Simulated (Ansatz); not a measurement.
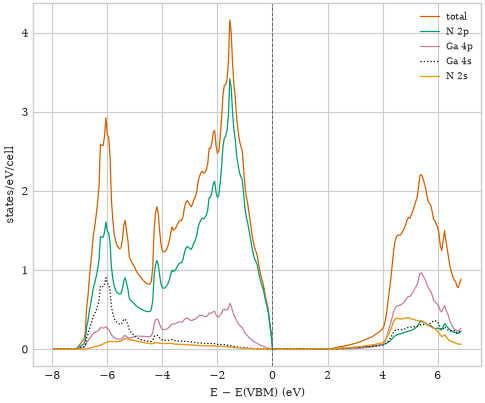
Figure. Total and projected density of states of GaN (wurtzite, P6_3mc), plane-wave PAW PBEsol (Ansatz code)

Task: Which orbitals carry the states next to the gap?

Result: Top 1 eV of the valence band: N 2p 89 %, Ga 4p 7 %. Bottom 1 eV of the conduction band: N 2s 39 %, Ga 4s 34 %, N 2p 17 %, Ga 4p 9 %. Projections are on Löwdin-orthogonalised atomic valence shells; empty p or d shells of many metals are not among them.

Task: Where is the tallest occupied peak in this window, and what makes it?

Result: Near -1.5 eV, about 4.2 states/eV per cell; the largest projected share is N 2p.

Symmetry was held in the PBEsol relaxation. Scalar-relativistic: spin–orbit coupling is off unless named, which matters more the heavier the elements.

Potentials: the earlier of the program's two PAW sets. The files were generated under PBE; for other functionals the program regenerates the frozen cores, and for LDA and PBEsol the local potential too.
